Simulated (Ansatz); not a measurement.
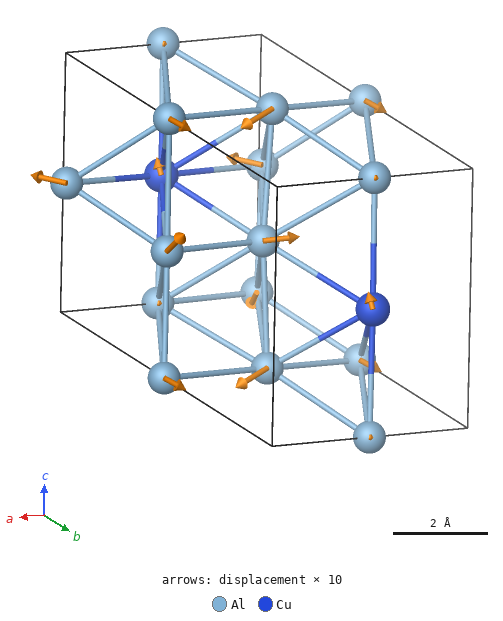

A relaxation of crystalline Al7Cu (a generated structure, set up in P1) (coarse preliminary run). The starting structure is drawn; orange arrows show the displacements (the part carried along by the change of the cell is left out), magnified 10 times.

The picture is a ball-and-stick view of the cell of the calculation, reduced to other axes, seen from a free direction. Lengths and directions refer to the drawn axes.

Level of theory: DFT PBE, scalar-relativistic, plane waves, PAW in Ansatz 0.2.0. Settings: plane-wave cutoff 420 eV; k-point mesh 6 × 6 × 6; occupations gaussian; smearing width 0.2 eV; no spin polarisation; cell and atoms relaxed; force threshold 0.025 eV/Å; at most 60 steps.

Which element moves most?

Answer. Aluminium: up to 0.10 Å, against 0.04 Å for copper.

What happened in the run?

Answer. An Al atom moves most relative to the cell: 0.10 Å roughly along [3 0 −1]. Largest moves by element: Al 0.10 Å, Cu 0.04 Å. Cell: a 5.481 → 5.624 Å (+2.6 %), b 5.485 → 5.624 Å (+2.5 %), c 5.594 → 5.627 Å (+0.6 %), α 119.2° → 120.0°, β 91.5° → 90.0°, γ 118.1° → 120.0°. Volume +3.0 %. Near-neighbour distances that change, for instance: Al–Al 2.602 → 2.812 Å, Al–Al 2.637 → 2.812 Å, Al–Cu 2.657 → 2.812 Å, Al–Al 2.685 → 2.812 Å. The space group (tolerance 0.01 Å) goes from P1 (No. 1) to Fm-3m (No. 225). Over 4 accepted moves (5 points after the start) the energy falls by 33.4 meV per atom. The largest force component goes from 0.79 to 0.00026 eV/Å. The pressure goes from 3.79 to 0.02 GPa. At 1 point the geometry stayed and the basis and grid were re-selected for the new cell (energy shift of 0.3 meV per atom at most each time).
